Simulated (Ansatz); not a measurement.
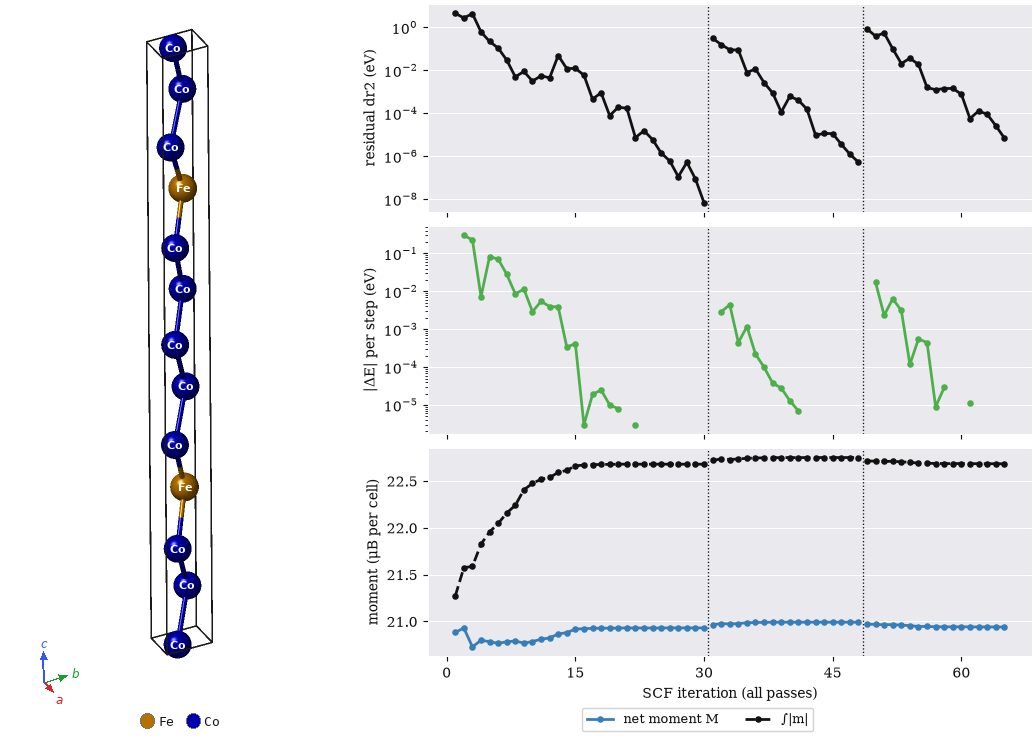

Beside the plot: the structure.

The plot shows the SCF iterations of a calculation: density residual dr2, step-to-step change of the Harris–Foulkes energy, magnetic moments. Each stretch between dotted lines is the SCF of one geometry step of a relaxation. Energy differences below 3 × 10⁻⁶ eV aren't drawn. dr2 is the charge part; the magnetisation has a residual of its own.

Program: Ansatz.

```
crystal:
  lattice:
    - [2.5316036963, -0.0069408935, -0.0374636213]
    - [-1.2718128383, 2.1586457013, 0.0274980071]
    - [-0.3680986854, 0.0994569364, 24.1100557272]
  atoms:
    - { symbol: Fe, position: [0.353944285, 0.6378566042, 0.2502079972], spin: 2.71 }
    - { symbol: Fe, position: [0.3375813352, 0.6533409165, 0.7501953362], spin: 2.71 }
    - { symbol: Co, position: [0.3346857364, 0.6827581704, 0.4174159479], spin: 1.85 }
    - { symbol: Co, position: [0.3494711142, 0.6575190576, 0.9171977442], spin: 1.85 }
    - { symbol: Co, position: [0.3302404552, 0.6921605242, 0.0832874184], spin: 1.85 }
    - { symbol: Co, position: [0.3183946283, 0.6414829637, 0.581577255], spin: 1.85 }
    - { symbol: Co, position: [0.6741010136, 0.3425117175, 0.5034220526], spin: 1.84 }
    - { symbol: Co, position: [0.6713624222, 0.3481989128, 1.0007635473], spin: 1.84 }
    - { symbol: Co, position: [0.6851668218, 0.3602761731, 0.1614716726], spin: 1.87 }
    - { symbol: Co, position: [0.6715645519, 0.3608551504, 0.6652184111], spin: 1.87 }
    - { symbol: Co, position: [0.6284773545, 0.3374525529, 0.3344518566], spin: 1.87 }
    - { symbol: Co, position: [0.6450102818, 0.2855872568, 0.8347907609], spin: 1.87 }
basis:
  ecutwfc: 420
kpoints:
  mp_grid: { grid: [12, 12, 1] }
hamiltonian:
  xc: pbe
scf:
  occupations: { method: gaussian, width: 0.2 }
  lower_state_search: "off"
output:
  forces: true
  stress: true
  eigenvalues: true
  populations: true
magnetization:
  spin_polarized: true
relax:
  adjacent_minimum: "off"
  f_tol: 0.025
  max_steps: 60
  cell: { stress_tol: 0.25 }
```

Command:
```bash
ansatz run input.yaml --threads 4 --pin off --max-ram 8192MiB --backend cpu --events-out ev --progress --plain --runs-dir out
```

Q: Did the calculation converge?

A: It did not finish: the time limit cut it off after 65 iterations in all. There are 3 passes, of 30, 18 and 17 iterations. In pass 3, the residual is still falling at the last step (down to 7 × 10⁻⁶). The program keeps the magnetisation out of the quasi-Newton mixer until iteration 11 and then restarts the mixer with it.

Q: What happens to the magnetisation?

A: The net moment stays near 20.9 μB per cell, though in an unconverged run this needn't be final.
